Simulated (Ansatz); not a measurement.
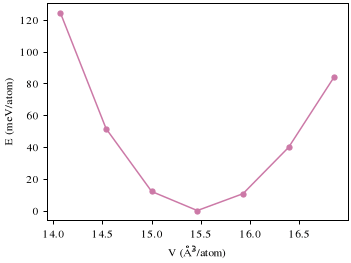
Figure: Pt (bcc (W type), Im-3m) under volume change, r²SCAN in the plane-wave PAW code Ansatz, scaled uniformly.

What does a third-order Birch–Murnaghan fit give for V₀, B₀ and B′?

V₀ = 15.46 Å³/atom, B₀ = 259 GPa, B′ = 5.5.

The workflow started from a Materials Project entry (that database holds measured and hypothetical structures alike); the Crystallography Open Database copy checked does not list it. It is not the phase usual at ambient conditions (space group No. 225). The cell was relaxed with r²SCAN under the symmetry of its start. At this level the phase is mechanically unstable. The run is not spin-polarised. Spin–orbit coupling is left out wherever it is not named.

Potentials: the later of the program's two PAW sets.
